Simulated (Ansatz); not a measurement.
Fields on a plane of MgF2 (rutile)

```
MgF2
1.0
    4.63887     0.00000     0.00000
    0.00000     4.63887     0.00000
    0.00000     0.00000     3.06237
Mg F
2 4
Direct
  0.00000   0.00000   0.00000
  0.50000   0.50000   0.50000
  0.30340   0.30340   0.00000
  0.80340   0.19660   0.50000
  0.19660   0.80340   0.50000
  0.69660   0.69660   0.00000
```

The slice is a (-1 2 0) plane (indices of the conventional cell) through the point (0.697, 0.697, 0.000) (fractional), spanned by u = [001] and v = [210] in vectors of this cell: u (3.06 Å) and v (10.37 Å, at 90° to u). It covers one period; positions are fractions (u, v).

Atoms on it: F at (0.50, 0.54), 0.2 Å off the plane; F at (0.00, 0.00). Other atoms lie within 1 Å of the plane.

These are PBEsol (plane waves to 420 eV, PAW, scalar-relativistic; Ansatz, a first-principles code) values and carry that method's errors. k mesh 7×7×11. Near the nuclei the fields are pseudised (PAW); where an atom keeps semicore shells as valence, they peak there. MgF2 was relaxed with its symmetry unable to fall.

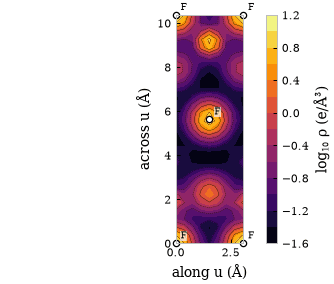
Figure: Log₁₀ of the valence density in e/Å³, one period of the plane, atoms marked. The scale is logarithmic, as a density can span decades between atoms and voids.

```
|xx@@%%      %%@@|
|@@%%....==....%%|
|::..  ==++==  ..|
|      ==++==    |
|++--    ..    --|
|%%##::      ::##|
|%%##--      --##|
|##++..      ..++|
|::..          ..|
|      --++--    |
|    ++@@@@@@++  |
|  ::%%@@xx@@%%::|
|  ::%%@@xx@@%%::|
|  ..##@@@@@@##..|
|    ::##%%##::  |
|      ..::..    |
|..              |
|..              |
|      ..::..    |
|    ..**%%**..  |
|    ++@@@@@@++  |
|::  --@@@@@@--  |
|==....%%@@%%....|
|..    --++--    |
|..              |
|@@%%==      ==%%|
|xx@@%%::  ::%%@@|
|xxxx@@--  --@@xx|
```
Scale: ten equal steps from 0.01 (start of ' ') to 0.82 (end of '@'), in the order ' .:-=+*#%@'. Values: electron localisation function (ELF). The map has 8 points along u (two characters each, u = 0 at the left) and 28 along v (v = 0 in the bottom row). Points within 0.4 Å of a nucleus are blanked (x), as the pseudised field means little there.
